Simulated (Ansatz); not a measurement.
**ClH3MoO4: basis-set convergence**

How large a basis does ClH3MoO4 need? Two functionals are run in growing sets.

The runs use Ansatz 0.2.0, Gaussian basis; one geometry, several basis sets.

Plan: PBE0-D4/def2-SVP; ωB97M-V/def2-SVP; PBE0-D4/def2-QZVPP; ωB97M-V/def2-QZVPP; the functionals' def2-TZVPP values are taken from earlier runs.

**1. The geometry**

An earlier PBE0-D4 in a triple-zeta def2 set relaxation fixed the geometry. Mo takes the def2 core potential; no spin-orbit term is included.

9 atoms, charge 0, spin multiplicity 1.

Atoms are counted from 1 here; the program's logs count them from 0.

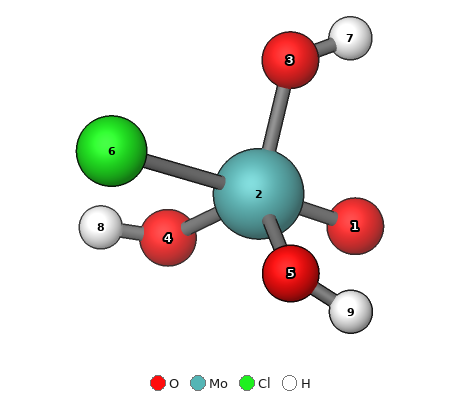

The geometry (oxygen red, molybdenum teal, chlorine green, hydrogen white); atoms are numbered from 1 in the order of the file.

**2. PBE0-D4 in def2-SVP**

File in.yaml:

```yaml
crystal:
  periodic: [false, false, false]
  atoms:
    - {symbol: O, position_ang: [0.439150, -1.077768, 1.358186]}
    - {symbol: Mo, position_ang: [0.026312, -0.089610, 0.076786]}
    - {symbol: O, position_ang: [1.767150, 0.250775, -0.483829]}
    - {symbol: O, position_ang: [-0.977373, -1.430283, -0.741557]}
    - {symbol: O, position_ang: [-0.812936, 1.220233, 1.097281]}
    - {symbol: Cl, position_ang: [-0.654241, 1.224068, -1.836123]}
    - {symbol: H, position_ang: [2.486437, -0.137241, 0.026929]}
    - {symbol: H, position_ang: [-1.364877, -1.111758, -1.568881]}
    - {symbol: H, position_ang: [-0.821122, 1.105183, 2.054107]}
basis:
  gaussian: {orbitals: def2-SVP}
hamiltonian: {xc: pbe0, dispersion: d4}
output: {orbitals: {seedname: orbitals}}
```

On the command line:

```
$ ansatz run in.yaml --threads 4 --pin off --events-out ev --progress --plain --max-ram 11315MiB
```

Output:

```text
Functional definition: PBE0
  name "PBE0"
  cite "Adamo & Barone, J. Chem. Phys. 110, 6158 (1999) doi:10.1063/1.478522"
  cite "Perdew, Burke & Ernzerhof, Phys. Rev. Lett. 77, 3865 (1996) doi:10.1103/PhysRevLett.77.3865"
  parent pbe
  parameter a = 0.25
  parameter kappa = 0.804
  parameter beta = 0.06672455060314922
  exchange = (1 - a)*pbe_x(kappa = kappa, mu = beta*pi^2/3) + a*exact_x
  correlation = pbe_c(beta = beta)
1301 factors; their error is unknown
mean field evaluation 1: about -22577.0116 eV, gradient 1.0e2 eV
mean field evaluation 2: about -22384.3325 eV, gradient 3.1e2 eV
mean field evaluation 4: about -22594.6254 eV, gradient 2.9e1 eV
mean field evaluation 8: about -22596.1524 eV, gradient 8.0e-1 eV
mean field evaluation 16: about -22596.2545 eV, gradient 1.1e-3 eV
mean field -22596.25451807 eV, -830.3970372476 hartree, gradient 2.9e-5 eV, S^2 0.000000; 0 other end points of the search recorded, 0 dependent functions left out
reference -22596.25457402 eV, -830.3970393037 hartree; 33, 33 occupied and 87, 87 virtual orbitals, 1301 factors
Total energy: -22596.47214799 eV, -830.4050349998 hartree
```

Wall time 1.2 s (4 threads of Intel Xeon 6975P-C, shared host).

**3. ωB97M-V in def2-SVP**

in.yaml: that of step 2 with these lines changed.

```diff
@@ -14,3 +14,3 @@
   gaussian: {orbitals: def2-SVP}
-hamiltonian: {xc: pbe0, dispersion: d4}
+hamiltonian: {xc: {name: wB97M-V}}
 output: {orbitals: {seedname: orbitals}}
```

Launched as before.

Output, shortened:

```text
Functional definition: wB97M-V
  name "wB97M-V"
  cite "Mardirossian & Head-Gordon, J. Chem. Phys. 144, 214110 (2016) doi:10.1063/1.4952647"
  cite "Becke, J. Chem. Phys. 107, 8554 (1997) doi:10.1063/1.475007"
  cite "Vydrov & Van Voorhis, J. Chem. Phys. 133, 244103 (2010) doi:10.1063/1.3521275"
  # Of w^i u^j: cxij and so on, Table III.
[...]
  gx(w, u) = 1 - cx + cx01*u + cx10*w
  gss(w, u) = css00 + css04*u^4 + css10*w + css20*w^2 + css43*w^4*u^3
  gos(w, u) = cos00 + cos10*w + (cos20 + cos21*u)*w^2 + (cos60 + cos61*u)*w^6
[...]
      + integral(e_c_pw_mod_opposite_spin*gos(b97_w_opposite, b97_u_opposite)) + vv10(b, c)
1273 factors; their error is unknown
258 factors; integrals over basis functions are off by at most 7.9e-6 eV
[...]
mean field -22603.50795438 eV, -830.6635961153 hartree, gradient 7.6e-5 eV, S^2 0.000000; 0 other end points of the search recorded, 0 dependent functions left out
reference -22603.50804213 eV, -830.6635993402 hartree; 33, 33 occupied and 87, 87 virtual orbitals, 1273 factors
Total energy: -22603.50804213 eV, -830.6635993402 hartree
```

It took 3.5 s on 4 threads of Intel Xeon 6975P-C, shared host.

**4. PBE0-D4 in def2-QZVPP**

in.yaml: that of step 3 with these lines changed.

```diff
@@ -13,4 +13,4 @@
 basis:
-  gaussian: {orbitals: def2-SVP}
-hamiltonian: {xc: {name: wB97M-V}}
+  gaussian: {orbitals: "def2-QZVPP.json"}
+hamiltonian: {xc: pbe0, dispersion: d4}
 output: {orbitals: {seedname: orbitals}}
```

The command is unchanged.

Output:

```text
Functional definition: PBE0
  name "PBE0"
  cite "Adamo & Barone, J. Chem. Phys. 110, 6158 (1999) doi:10.1063/1.478522"
  cite "Perdew, Burke & Ernzerhof, Phys. Rev. Lett. 77, 3865 (1996) doi:10.1103/PhysRevLett.77.3865"
  parent pbe
  parameter a = 0.25
  parameter kappa = 0.804
  parameter beta = 0.06672455060314922
  exchange = (1 - a)*pbe_x(kappa = kappa, mu = beta*pi^2/3) + a*exact_x
  correlation = pbe_c(beta = beta)
1722 factors; their error is unknown
mean field evaluation 1: about -22590.9630 eV, gradient 1.2e2 eV
mean field evaluation 2: about -22375.0183 eV, gradient 3.6e2 eV
mean field evaluation 4: about -22607.9556 eV, gradient 5.2e1 eV
mean field evaluation 8: about -22612.4634 eV, gradient 7.8e-1 eV
mean field evaluation 16: about -22612.5007 eV, gradient 1.2e-3 eV
mean field -22612.50068023 eV, -830.9940726948 hartree, gradient 8.3e-5 eV, S^2 0.000000; 0 other end points of the search recorded, 0 dependent functions left out
reference -22612.50072312 eV, -830.9940742712 hartree; 33, 33 occupied and 436, 436 virtual orbitals, 1722 factors
Total energy: -22612.71829710 eV, -831.0020699674 hartree
```

It took 8.5 s on 4 threads of Intel Xeon 6975P-C, shared host; peak memory 1.9 GiB.

**5. ωB97M-V in def2-QZVPP**

in.yaml: that of step 4 with these lines changed.

```diff
@@ -14,3 +14,3 @@
   gaussian: {orbitals: "def2-QZVPP.json"}
-hamiltonian: {xc: pbe0, dispersion: d4}
+hamiltonian: {xc: {name: wB97M-V}}
 output: {orbitals: {seedname: orbitals}}
```

Launched as before.

Output, shortened:

```text
Functional definition: wB97M-V
  name "wB97M-V"
  cite "Mardirossian & Head-Gordon, J. Chem. Phys. 144, 214110 (2016) doi:10.1063/1.4952647"
  cite "Becke, J. Chem. Phys. 107, 8554 (1997) doi:10.1063/1.475007"
  cite "Vydrov & Van Voorhis, J. Chem. Phys. 133, 244103 (2010) doi:10.1063/1.3521275"
  # Of w^i u^j: cxij and so on, Table III.
[...]
  gx(w, u) = 1 - cx + cx01*u + cx10*w
  gss(w, u) = css00 + css04*u^4 + css10*w + css20*w^2 + css43*w^4*u^3
  gos(w, u) = cos00 + cos10*w + (cos20 + cos21*u)*w^2 + (cos60 + cos61*u)*w^6
[...]
      + integral(e_c_pw_mod_opposite_spin*gos(b97_w_opposite, b97_u_opposite)) + vv10(b, c)
1652 factors; their error is unknown
363 factors; integrals over basis functions are off by at most 2.4e-5 eV
[...]
mean field -22619.92028828 eV, -831.2667382615 hartree, gradient 7.5e-5 eV, S^2 0.000000; 0 other end points of the search recorded, 0 dependent functions left out
reference -22619.92036188 eV, -831.2667409664 hartree; 33, 33 occupied and 436, 436 virtual orbitals, 1652 factors
Total energy: -22619.92036188 eV, -831.2667409664 hartree
```

It took 18 s on 4 threads of Intel Xeon 6975P-C, shared host; peak memory 2.2 GiB.

**6. Functionals by basis**

The def2-TZVPP values come from earlier runs at the same geometry.

| functional | basis | functions | energy (eV) | from the largest (eV) | HOMO (eV) | LUMO (eV) |
| --- | --- | --- | --- | --- | --- | --- |
| PBE0-D4 | def2-SVP | 120 | -22596.4721 | 16.246 | -8.31 | -3.48 |
| PBE0-D4 | def2-TZVPP | 264 | -22611.7552 | 0.963 | -8.45 | -3.48 |
| PBE0-D4 | def2-QZVPP | 469 | -22612.7183 | 0.000 | -8.48 | -3.49 |
| ωB97M-V | def2-SVP | 120 | -22603.5080 | 16.412 | -10.43 | -1.37 |
| ωB97M-V | def2-TZVPP | 264 | -22618.9893 | 0.931 | -10.63 | -1.40 |
| ωB97M-V | def2-QZVPP | 469 | -22619.9204 | 0.000 | -10.68 | -1.42 |

**7. Outcome**

```
                                       quantity           value
PBE0-D4: double and triple zeta above quadruple  16.25, 0.96 eV
ωB97M-V: double and triple zeta above quadruple  16.41, 0.93 eV
```

What this shows: PBE0-D4 gains 15.28 eV from double to triple zeta, then 0.96 eV more. These are total energies; as a rule much of such shifts cancels in differences, which this series doesn't test.

For PBE0-D4 the largest set took about 7 times as long as the smallest (8.5 s against 1.2 s).
